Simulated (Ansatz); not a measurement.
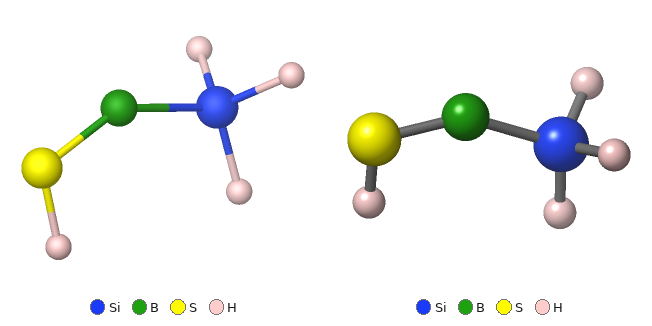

The same structure drawn twice, from different directions.

State: neutral, doublet. Computed geometry: PBE0-D4/def2-TZVP optimisation. No frequency run is at hand to confirm it as a minimum.

> What is the molecular formula?

BH4SSi, 7 atoms: 1 boron, 4 hydrogen, 1 sulfur and 1 silicon.

> Give the symmetry (Schoenflies symbol).

Cs.

The parts below concern this one geometry. Atoms keep their numbers from picture to picture.

Geometry

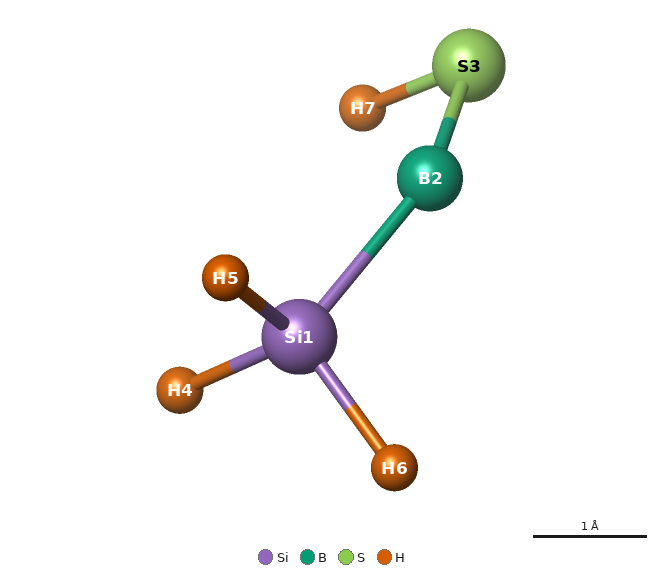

Numbered structure. No frequency run is at hand to confirm it as a minimum.

Give these bond angles: B2–Si1–H4, B2–Si1–H5, H4–Si1–H5, H5–Si1–H6, Si1–B2–S3, B2–S3–H7.

| angle | degrees |
| --- | --- |
| B2–Si1–H4 | 114.4 |
| B2–Si1–H5 | 108.5 |
| H4–Si1–H5 | 108.2 |
| H5–Si1–H6 | 108.8 |
| Si1–B2–S3 | 146.2 |
| B2–S3–H7 | 102.7 |

Charges

The questions are on Mulliken charges. No frequency run is at hand to confirm it as a minimum. Method: UKS PBE0-D4/def2-TZVP (Ansatz 0.2.0).

> Which atom carries the highest charge (most positive or least negative)?

H7 (0.15 e).

> And the lowest?

S3 (−0.10 e).

List the Mulliken charges.

| atom | value (e) |
| --- | --- |
| Si1 | 0.02 |
| B2 | −0.02 |
| S3 | −0.10 |
| H4 | −0.02 |
| H5 | −0.01 |
| H6 | −0.01 |
| H7 | 0.15 |

Dipole moment

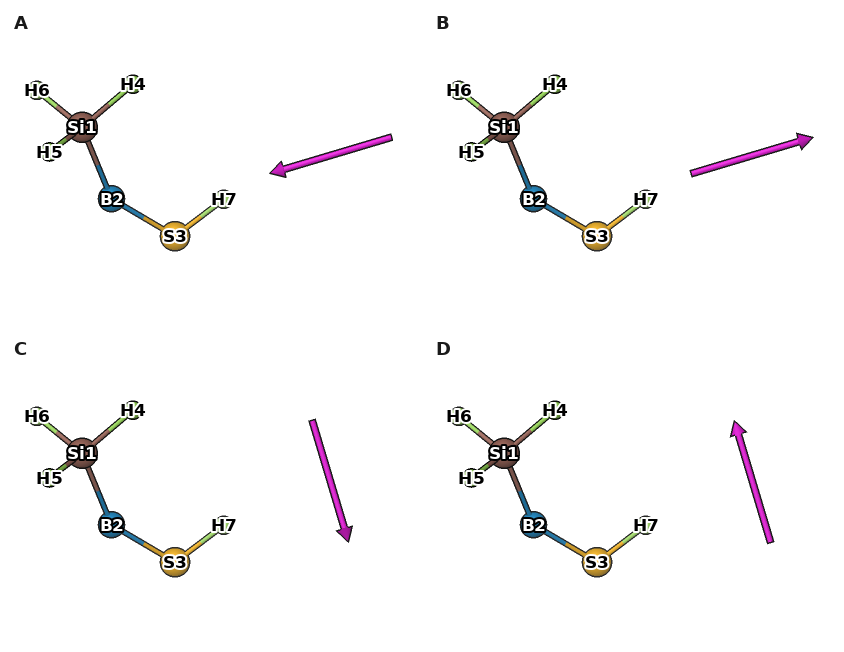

The same molecule four times, each with an arrow. No frequency run is at hand to confirm it as a minimum. Method: UKS PBE0-D4/def2-TZVP (Ansatz 0.2.0).

> Which arrow points along the dipole moment, from the negative to the positive end?

B. The dipole moment is 1.29 D; it points from the side of H5, H6 to the side of H7 (the outermost atoms at the two ends).

Electronic properties

No frequency run is at hand to confirm it as a minimum. Properties computed with UKS PBE-D4/def2-TZVPP (Ansatz 0.2.0).

Predict the main results.

- ⟨S²⟩ of the determinant: 0.755
- dispersion correction: −13.6 kJ/mol

Mulliken values depend strongly on the basis set and can even reverse the polarity of a bond.
